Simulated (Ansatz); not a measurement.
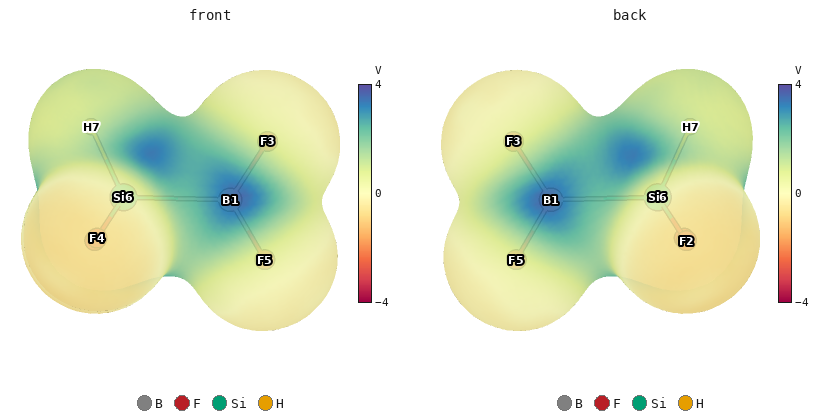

BF4HSi. The electrostatic potential painted on the density surface at 0.004 e/bohr³, seen from the front and from behind; the colour scale runs from red (negative) to blue (positive).

Geometry: B3LYP-D3(BJ)/def2-SVP.

The calculation used Ansatz 0.2.0, isolated molecule in a Gaussian basis; Kohn-Sham density functional theory, functional PBE0.

The calculation's input:

```
crystal:
  periodic: [false, false, false]
  atoms:
    - {symbol: B, position_ang: [0.123358, 0.212007, -0.925240]}
    - {symbol: F, position_ang: [-2.003998, -1.467814, 0.289399]}
    - {symbol: F, position_ang: [0.134155, 1.014108, -1.973751]}
    - {symbol: F, position_ang: [-1.048961, 0.442914, 1.794745]}
    - {symbol: F, position_ang: [1.210843, -0.495660, -0.695039]}
    - {symbol: Si, position_ang: [-1.505693, 0.074265, 0.284242]}
    - {symbol: H, position_ang: [-2.654324, 0.934241, -0.078778]}
basis:
  gaussian: {orbitals: def2-TZVPD}
hamiltonian: {xc: {name: PBE0}}
output: {forces: true, orbitals: {seedname: orbitals}}
```

Run with:

```sh
ansatz run input.yaml --threads 1 --pin off --max-ram 2610MiB --events-out events.jsonl --progress --plain --runs-dir runs
```

Where is the surface potential most negative and most positive?

Answer. The most negative region (about −0.7 V) lies over F2 and F4, the most positive (about +3.4 V) over B1.

What dipole moment does the calculation give?

Answer. Its dipole moment is 1.41 D.
